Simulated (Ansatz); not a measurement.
CHB3 (SMILES B1=C2BB12)

Input

```
basis:
  gaussian:
    orbitals: def2-TZVPD
crystal:
  periodic: [false, false, false]
  atoms:
    - {symbol: C, position_ang: [-0.457475, -0.601810, -1.134934]}
    - {symbol: B, position_ang: [-1.767252, -0.882779, -1.497368]}
    - {symbol: B, position_ang: [0.326313, 0.595089, -1.581378]}
    - {symbol: B, position_ang: [-1.194521, 0.413518, -2.095480]}
    - {symbol: H, position_ang: [1.382496, 1.113685, -1.477423]}
hamiltonian:
  xc: pbe0
output: {forces: true, orbitals: {seedname: orbitals}}
```

Launched as:

```sh
ansatz run input.yaml --threads 1 --pin off --max-ram 2610MiB --events-out events.jsonl --progress --plain --runs-dir runs
```

Geometry: B3LYP/6-31G*.

These are results of isolated molecule in a Gaussian basis; Kohn-Sham density functional theory, functional PBE0 (Ansatz), not measurements.

**What can the converged electron density and electron localisation function tell about the bonding?**

C–B (1.39 Å): ρ at the midpoint is about 1.8 e/Å³; the ELF peaks at about 0.90 between the atoms; a covalent bond.
B–B (1.54 Å): ρ at the midpoint is about 1.2 e/Å³; the ELF peaks at about 0.80 between the atoms, as expected for localised, covalent bonding.
B–H (1.18 Å): ρ is about 1.3 e/Å³ halfway; the ELF climbs to about 1 towards the hydrogen, as it does in any bond to H; a covalent bond by its length.
C–B (1.50 Å): ρ at the midpoint is about 1.5 e/Å³; the ELF peaks at about 0.90 between the atoms: localised, covalent bonding.

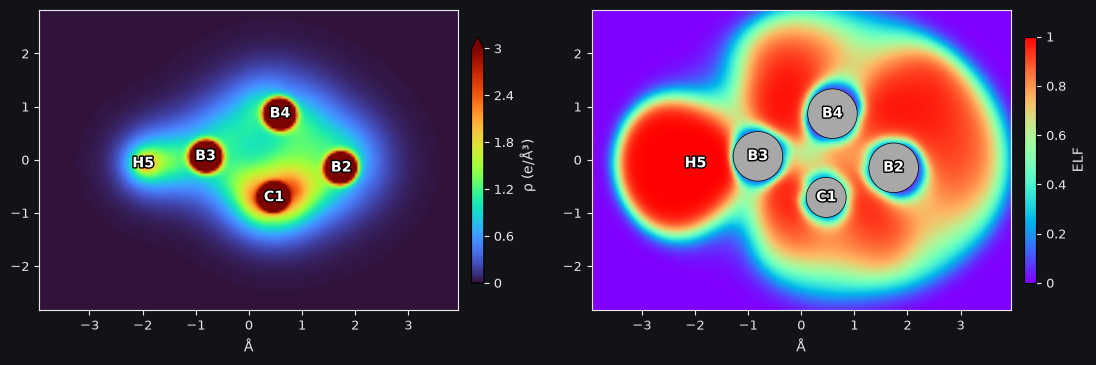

Computed electron density and electron localisation function on the molecular plane, in this order. Grey discs cover the atomic cores in the ELF map. 
